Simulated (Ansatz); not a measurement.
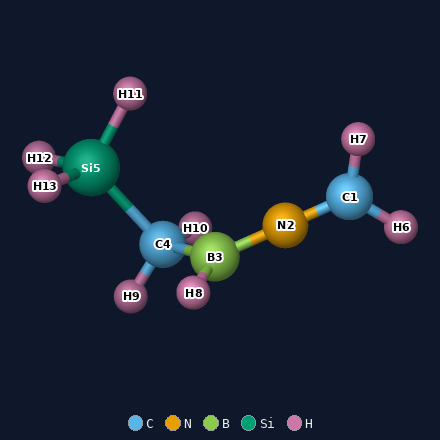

The system is C₂H₈BNSi, SMILES C=NBC[SiH3]; the picture shows the reference structure. 
- First axis: bond length B3–C4. Second axis: dihedral N2–B3–C4–Si5.
- Nothing is relaxed (all other coordinates rigid).
- The scan uses a 15 × 15 grid.
- Energies are in kcal/mol, from the relaxed molecule at the same level.
- All numbers below come from RKS PBE0-D4/def2-SVP in Ansatz.

Its coordinates:

```xyz
13

C    -1.1456   -0.2433    2.4813
N    -0.8100   -0.5706    1.3283
B    -0.4458   -0.9248    0.0617
C     0.9180   -0.4630   -0.5773
Si    0.6474    1.0283   -1.6967
H    -0.9188   -0.8785    3.3571
H    -1.6888    0.6974    2.6856
H    -1.2503   -1.5814   -0.5672
H     1.3349   -1.2662   -1.2077
H     1.6691   -0.1866    0.1803
H     0.1417    2.1933   -0.9052
H     1.9238    1.4402   -2.3624
H    -0.3552    0.7204   -2.7632
```

Range: bond length B3–C4 from 1.323 to 2.048 Å; dihedral N2–B3–C4–Si5 from −180 to 156°.

Predict the map.

The lowest grid point is at bond length B3–C4 = 1.582 Å, dihedral N2–B3–C4–Si5 = −108°, 0.09 kcal/mol from the relaxed molecule at the same level. There is a further well near bond length B3–C4 = 1.582 Å, dihedral N2–B3–C4–Si5 = 108° (0.33 kcal/mol above the lowest at that grid point). The highest grid point, bond length B3–C4 = 1.323 Å, dihedral N2–B3–C4–Si5 = −180°, lies 34.0 kcal/mol above the lowest. On the interpolated surface the easiest way out of the lowest well to the well at about bond length B3–C4 = 1.58 Å, dihedral N2–B3–C4–Si5 = 95° passes a barrier of about 2.3 kcal/mol, counted from the interpolated bottom of the well. Round the minimum the two coordinates are nearly uncoupled.

```
dihedral N2–B3–C4–Si5 ↓, bond length B3–C4 →  1.323  1.375  1.427  1.479  1.530  1.582  1.634  1.686  1.737  1.789  1.841  1.893  1.944  1.996  2.048
                                         156   32.7   20.3   11.8    6.4    3.6    2.6    3.1    4.8    7.4   10.6   14.3   18.4   22.6   27.0   31.6
                                         132   30.0   17.9    9.7    4.7    2.0    1.3    2.0    3.9    6.6    9.9   13.8   18.0   22.2   26.7   31.3
                                         108   28.3   16.4    8.4    3.5    1.1    0.4    1.3    3.2    6.0    9.5   13.4   17.6   22.0   26.5   31.2
                                          84   28.6   16.6    8.6    3.6    1.1    0.4    1.2    3.2    5.9    9.4   13.3   17.5   21.9   26.4   31.1
                                          60   30.1   17.9    9.6    4.5    1.8    1.0    1.7    3.5    6.2    9.5   13.4   17.6   21.9   26.4   31.0
                                          36   32.3   19.7   11.2    5.7    2.8    1.8    2.3    4.0    6.6    9.9   13.6   17.7   21.9   26.4   31.0
                                          12   33.4   20.7   12.0    6.4    3.4    2.3    2.7    4.3    6.8   10.0   13.8   17.8   22.0   26.4   31.0
                                         −12   33.3   20.6   11.9    6.4    3.4    2.3    2.7    4.3    6.8   10.0   13.7   17.8   22.0   26.4   31.0
                                         −36   32.3   19.7   11.2    5.7    2.8    1.8    2.3    4.0    6.5    9.8   13.6   17.7   21.9   26.4   30.9
                                         −60   30.1   17.9    9.6    4.4    1.7    0.9    1.6    3.4    6.1    9.4   13.3   17.5   21.7   26.3   30.9
                                         −84   28.3   16.3    8.3    3.3    0.8    0.2    1.0    2.9    5.7    9.2   13.1   17.3   21.7   26.2   30.9
                                        −108   27.8   16.0    8.0    3.1    0.7    0.1    1.0    2.9    5.7    9.2   13.1   17.4   21.7   26.3   31.0
                                        −132   29.6   17.5    9.4    4.3    1.8    1.0    1.8    3.6    6.3    9.7   13.6   17.8   22.1   26.6   31.2
                                        −156   32.6   20.1   11.6    6.3    3.5    2.5    3.0    4.7    7.2   10.5   14.2   18.3   22.5   27.0   31.5
                                        −180   34.1   21.5   12.8    7.3    4.3    3.2    3.6    5.3    7.7   10.9   14.6   18.6   22.8   27.2   31.7
```

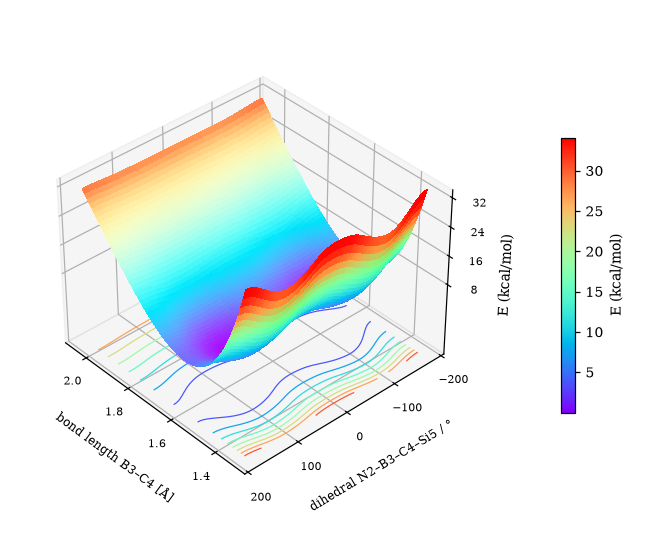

The picture shows a relief with its contours projected below. Between grid points the surface is interpolated.

Each point was launched as `ansatz run input.yaml --threads 1 --pin off --max-ram 2560MiB --backend cpu --events-out ev --progress --plain --runs-dir out`. The whole map (225 points run) took 20 min on 1 thread of Intel(R) Xeon(R) Platinum 8375C CPU @ 2.90GHz (Ice Lake), on a shared host.
